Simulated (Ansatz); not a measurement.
## Electronic structure of C3H9ClSi3 in real space

Input file:

```
crystal:
  periodic: [false, false, false]
  atoms:
    - {symbol: C, position_ang: [-2.015200, -2.214408, 0.003911]}
    - {symbol: C, position_ang: [-1.751113, -0.915674, 0.213368]}
    - {symbol: C, position_ang: [-1.704259, 0.183155, -0.840756]}
    - {symbol: Cl, position_ang: [0.214076, -1.347110, 2.905808]}
    - {symbol: Si, position_ang: [-0.038682, 0.994244, -0.261862]}
    - {symbol: Si, position_ang: [0.169148, 3.318801, -0.468585]}
    - {symbol: Si, position_ang: [-0.862513, -0.083869, 1.656230]}
    - {symbol: H, position_ang: [-1.910843, -2.950533, 0.808264]}
    - {symbol: H, position_ang: [-2.327259, -2.589982, -0.979413]}
    - {symbol: H, position_ang: [-2.519355, 0.916710, -0.691480]}
    - {symbol: H, position_ang: [-1.761026, -0.179834, -1.881026]}
    - {symbol: H, position_ang: [1.121291, 0.249380, -0.842854]}
    - {symbol: H, position_ang: [1.381163, 3.796462, 0.263952]}
    - {symbol: H, position_ang: [0.276589, 3.738143, -1.900490]}
    - {symbol: H, position_ang: [-1.041302, 3.963740, 0.127171]}
    - {symbol: H, position_ang: [-1.744063, 0.750507, 2.527508]}
basis:
  gaussian:
    orbitals: def2-SVPD
hamiltonian:
  xc: pbe0
output: {forces: true, orbitals: {seedname: orbitals}}
```

Command:

```sh
ansatz run input.yaml --threads 4 --pin off --max-ram 7830MiB --events-out events.jsonl --progress --plain --runs-dir runs
```

Geometry: r2SCAN-D4/def2-SVP.

Computed with Ansatz, isolated molecule in a Gaussian basis; Kohn-Sham density functional theory, functional PBE0.

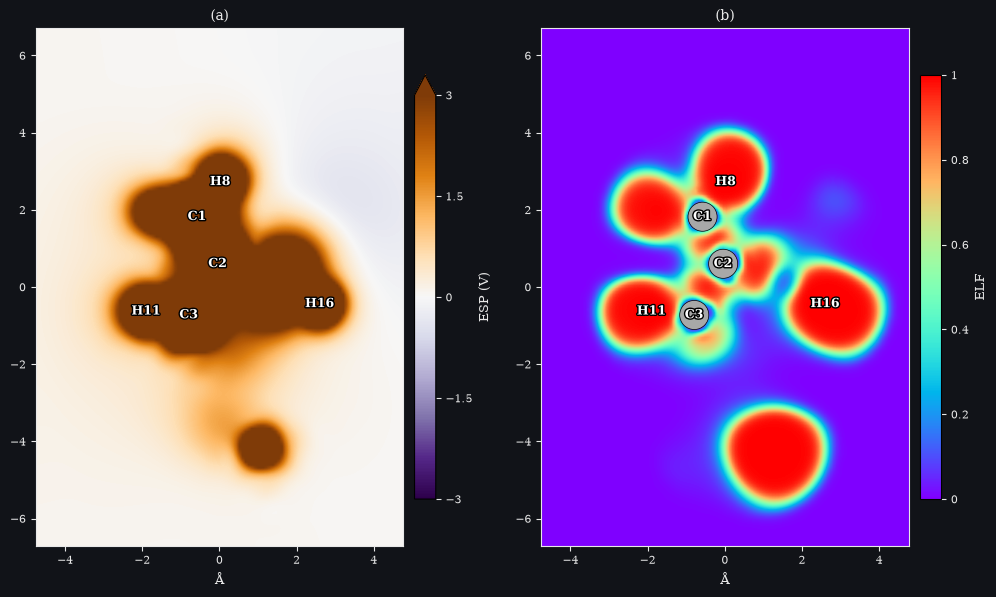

Figure 1. (a) molecular electrostatic potential; (b) ELF on the plane of atoms C2, C3 and H11. Grey discs cover the atomic cores in the ELF map.

Describe what can be read from this map.

- The section cuts through C and H sites.
- C–C (1.34 Å): the ELF peaks at about 0.90 between the atoms (a short, multiple covalent bond).
- C–H (1.10 Å): the ELF climbs to about 1 towards the hydrogen, as it does in any bond to H; a covalent bond by its length.
- C–C (1.52 Å): the ELF peaks at about 0.95 between the atoms (localised, covalent bonding).
- Outside the dense part of the molecule the potential is most negative (−0.4 V) near Cl4, which lies off the plane.

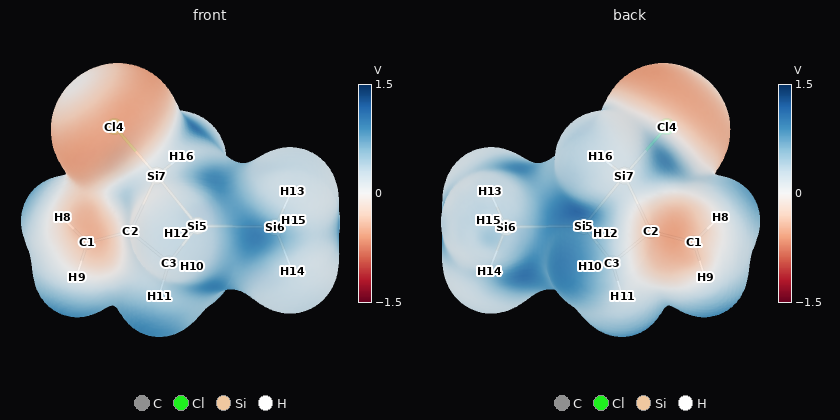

Figure 2. The molecular electrostatic potential painted on the density surface at 0.002 e/bohr³, seen from the front and from behind; the colour scale runs from red (negative) to blue (positive).

Where is the surface potential most negative and most positive?

The most negative region (about −0.6 V) lies over C1, C2 and Cl4, the most positive (about +1.1 V) over Si5, Si6 and Si7.

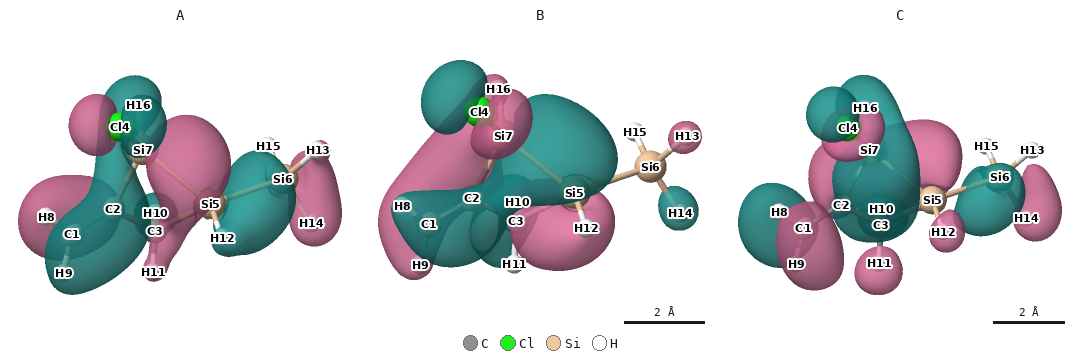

Figure 3. Three frontier orbitals at ±0.06 Å⁻³ᐟ² (teal and pink are the two phases), in no order.

Order the three orbitals by energy and name them.

B is the HOMO−1 (−7.74 eV). Its weight (Hirshfeld) is mainly on Si5 (about 20 %), Si7 (about 15 %), C2 (about 15 %), C1 (about 15 %), C3 (about 15 %) and Cl4 (about 10 %). A is the HOMO (−7.29 eV). Its weight (Hirshfeld) is mainly on C1 (about 20 %), Si5 (about 20 %), C2 (about 15 %), Si7 (about 15 %) and Si6 (about 10 %). C is the LUMO (−1.19 eV). It lies mainly on Si7 (about 20 %), C1 (about 20 %), C2 (about 15 %), Si5 (about 15 %), Si6 (about 10 %) and Cl4 (about 10 %).

What is the HOMO–LUMO gap?

6.10 eV between the orbital energies.

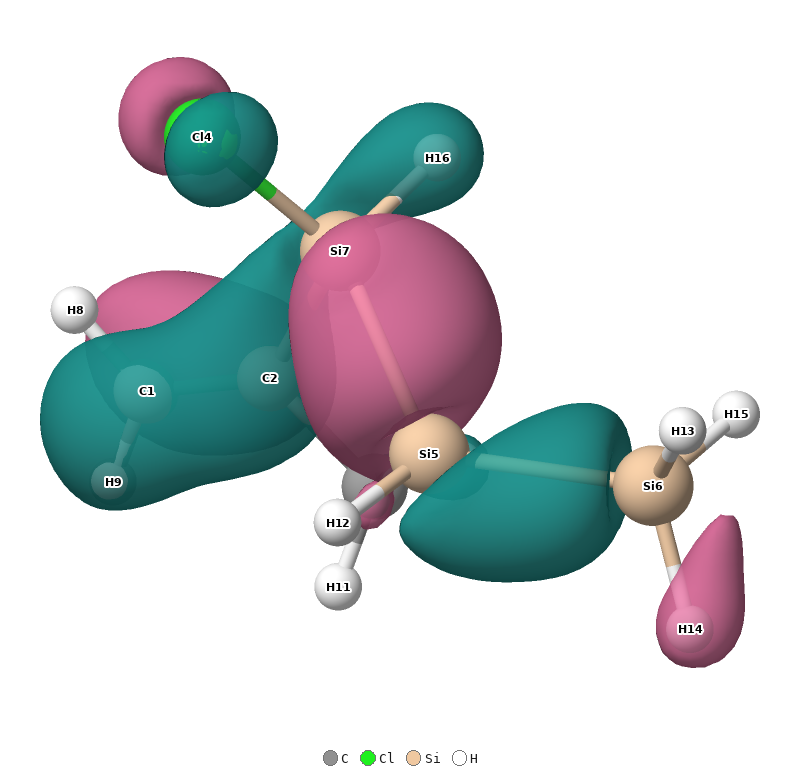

Figure 4. The HOMO at ±0.1 Å⁻³ᐟ² (teal and pink are the two phases), seen at a tilt.

What is the character of this orbital?

Its weight (Hirshfeld) is mainly on C1 (about 20 %), Si5 (about 20 %), C2 (about 15 %), Si7 (about 15 %) and Si6 (about 10 %). Its energy is −7.29 eV.
